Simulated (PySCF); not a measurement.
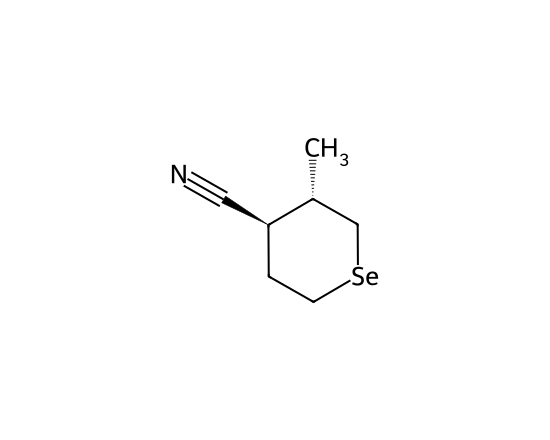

A structural formula.

**Transcribe the drawing into SMILES.**

C[C@@H]1C[Se]CC[C@H]1C#N

**What is the molecular formula?**

C7H11NSe.

**An optimisation with PBE0-D3(BJ)/def2-SVP gave a structure of which point group?**

C1.

The parts below concern this one geometry. Atoms keep their numbers from picture to picture. The computed structure is the end point of a PBE0-D3(BJ)/def2-SVP optimisation. No frequency run is at hand to confirm it as a minimum.

### Shape

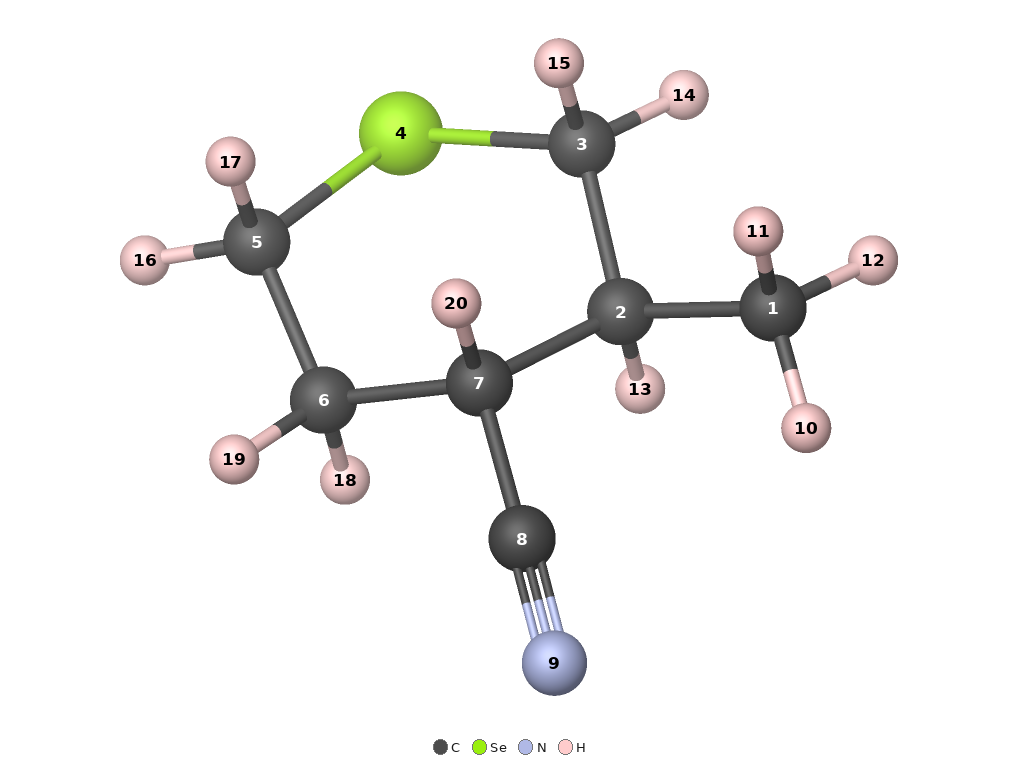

No frequency run is at hand to confirm it as a minimum.

List the bonds and their lengths. Leave out bonds to hydrogen.

| bond | length (Å) | order |
| --- | --- | --- |
| C1–C2 | 1.525 | single |
| C2–C3 | 1.525 | single |
| C2–C7 | 1.546 | single |
| C3–Se4 | 1.947 | single |
| Se4–C5 | 1.948 | single |
| C5–C6 | 1.516 | single |
| C6–C7 | 1.539 | single |
| C7–C8 | 1.463 | single |
| C8–N9 | 1.158 | triple |

### Excitation

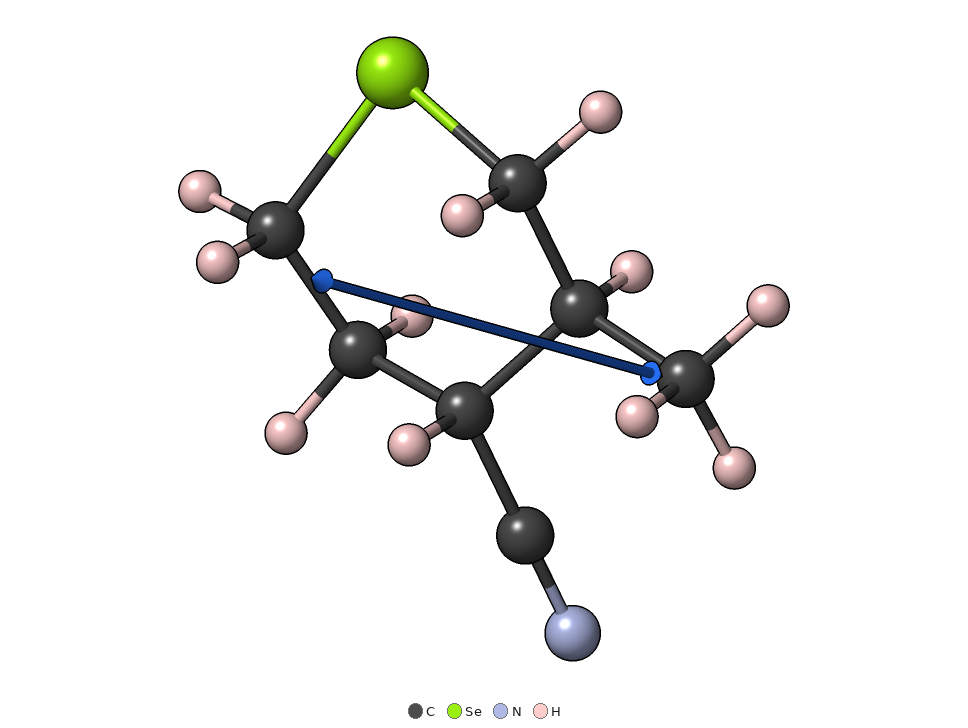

The double arrow shows the direction of the transition dipole to excited singlet state 2 (its length means nothing). No frequency run is at hand to confirm it as a minimum. Properties computed with TDDFT PBE0/def2-SVPD, vertical, gas phase, core orbitals frozen in the response (PySCF 2.14.0).

**Give its energy, strength and character.**

5.70 eV (217 nm), oscillator strength 0.035, mainly HOMO → LUMO+2 (weight 0.90); transition dipole 1.27 D.

### Charges

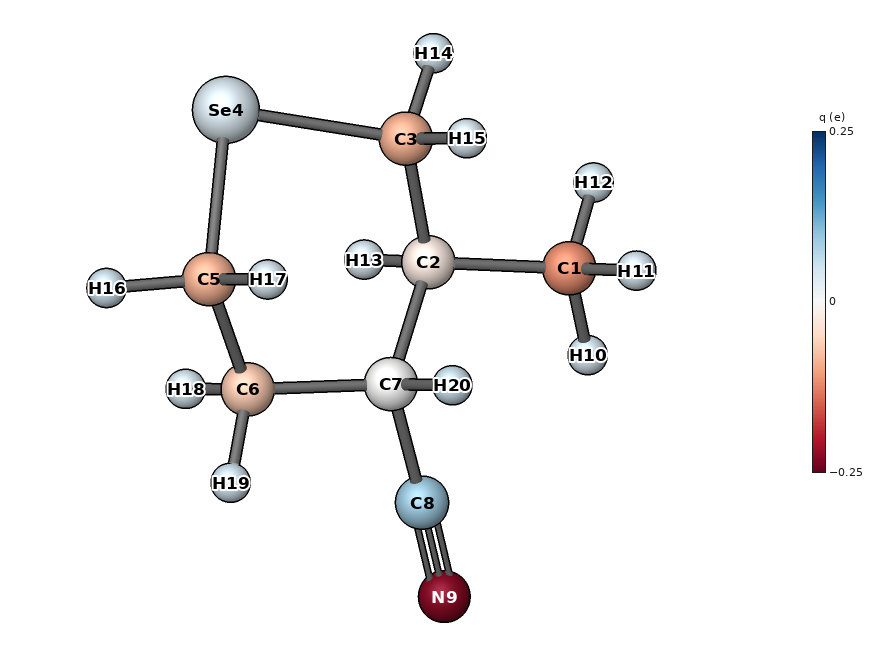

Atoms are coloured by their Hirshfeld charges. No frequency run is at hand to confirm it as a minimum. Level of theory: PBE0/pcSseg-1, gas phase (PySCF 2.14.0).

**Which atom carries the highest charge (most positive or least negative)?**

C8 (0.09 e).

**And the lowest?**

N9 (−0.23 e).

Give the Hirshfeld charges atom by atom.

```csv
atom,value (e)
C1,−0.11
C2,−0.02
C3,−0.09
Se4,0.03
C5,−0.08
C6,−0.07
C7,0.00
C8,0.09
N9,−0.23
H10,0.04
H11,0.04
H12,0.05
H13,0.04
H14,0.05
H15,0.04
H16,0.05
H17,0.04
H18,0.04
H19,0.05
H20,0.05
```

### Polarisability

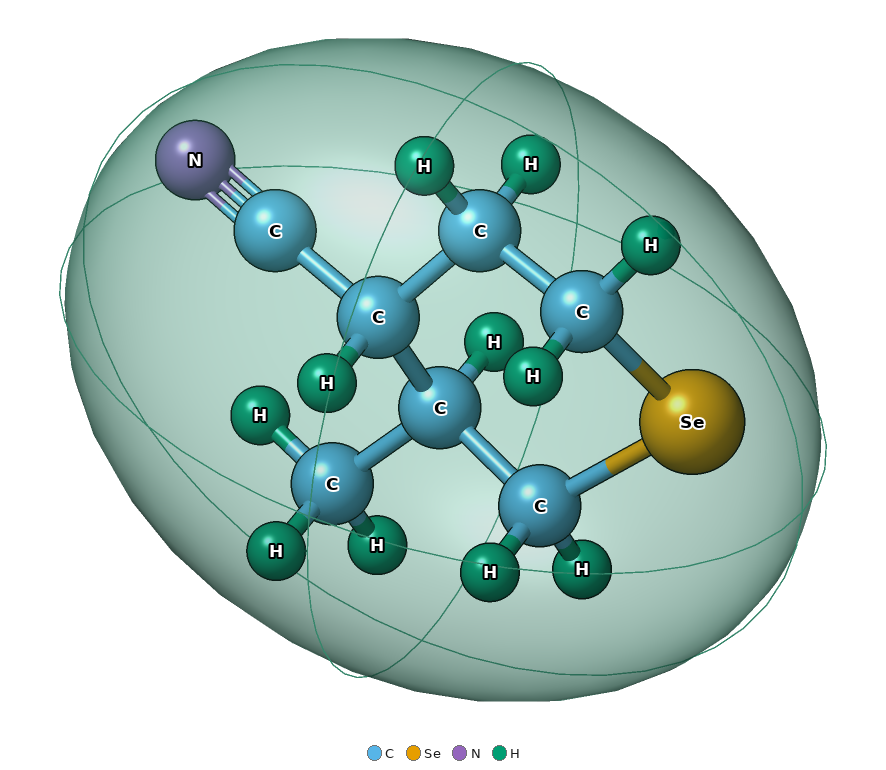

The ellipsoid shows the static dipole polarisability: its half-axes are proportional to the principal values. No frequency run is at hand to confirm it as a minimum. Level of theory: PBE0/def2-SVPD (PySCF 2.14.0).

**How large and how anisotropic is the polarisability?**

Principal values 89.2, 112.0, 132.1 bohr³; mean 111.1 bohr³ (16.46 Å³); anisotropy 37.1 bohr³, so the longest axis is 1.48 times the shortest.
